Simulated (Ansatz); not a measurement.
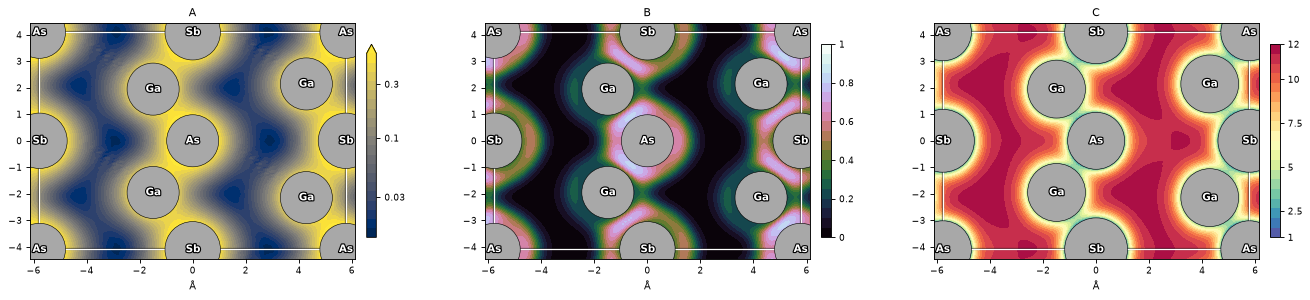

Ga$_{4}$SbAs$_{3}$: 3 fields on the (11̄0) plane of the conventional cell, with unlabelled colour scales. Grey discs cover the atomic cores.

Space group I-42m; started from the ordered alloy on zincblende lattice prototype, which need not be the ambient phase.

Theory: DFT, PBE0, plane waves, PAW in Ansatz.

Q: The panels show electron localisation function, electrostatic potential energy of an electron and valence pseudo-density in some order. Assign them.

A: Panel A: valence pseudo-density. Panel B: electron localisation function. Panel C: electrostatic potential energy of an electron (low next to the atoms, rising into the space between them). From the grid: Ga–As (2.45 Å): ρ is about 0.5 e/Å³ halfway; the ELF peaks at about 0.80 between the atoms; a shared electron pair. Ga–Sb (2.61 Å): ρ at the midpoint is about 0.45 e/Å³; the ELF peaks at about 0.75 between the atoms, as expected for localised, covalent bonding.
